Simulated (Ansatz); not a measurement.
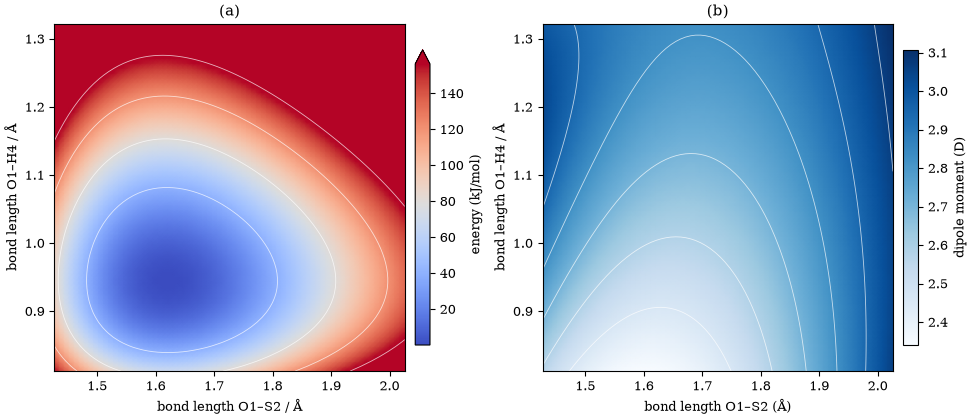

H2OS2, SMILES OSS. The first coordinate is: bond length O1–S2; the second: bond length O1–H4. Nothing is relaxed (all other coordinates rigid). The scan uses a 15 × 15 grid. Energies are in kJ/mol, from the relaxed molecule at the same level. The calculation used Ansatz, RHF/def2-TZVP.

Panel (a) is the energy; panel (b) is the computed dipole moment, in D.

The picture shows a smooth colour map with a few white contour lines, one colour for all values above the top of the scale. Between grid points the surface is interpolated.

> How does the dipole moment vary over the map, and what is it at the lowest grid point?

Leaving out the highest fifth of the energies, it runs from 2.34 D at bond length O1–S2 = 1.598 Å, bond length O1–H4 = 0.812 Å to 3.05 D at bond length O1–S2 = 2.026 Å, bond length O1–H4 = 1.067 Å. At the lowest grid point, bond length O1–S2 = 1.641 Å, bond length O1–H4 = 0.957 Å, it is 2.52 D.
